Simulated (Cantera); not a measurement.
A closed system holds: 1 mol Ta(OEt)5, 0.11 mol H2O, 12 mol H2, at 0.133 bar.

Method: chemical equilibrium by Gibbs-energy minimisation in Cantera with the NASA 1993 tables (ideal gas, pure condensed phases). Candidate condensed phases: C, C6H6, C7H8, C8H18, H2O, Ta, TaC, Ta2O5; 113 gas species. The feed counts by its element totals alone. TaC: taken at fixed stoichiometry. Condensed phases not in the tables: Ta2C. Kinetics and transport are ignored.

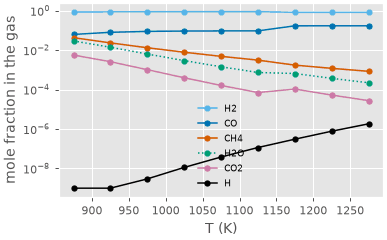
Equilibrium gas composition (values under 1e-9 drawn at 1e-9)

From 875 K to 1125 K the condensed part is C(graphite) + Ta2O5(s). From 1175 K to 1275 K the condensed part is C(graphite) + TaC(s).
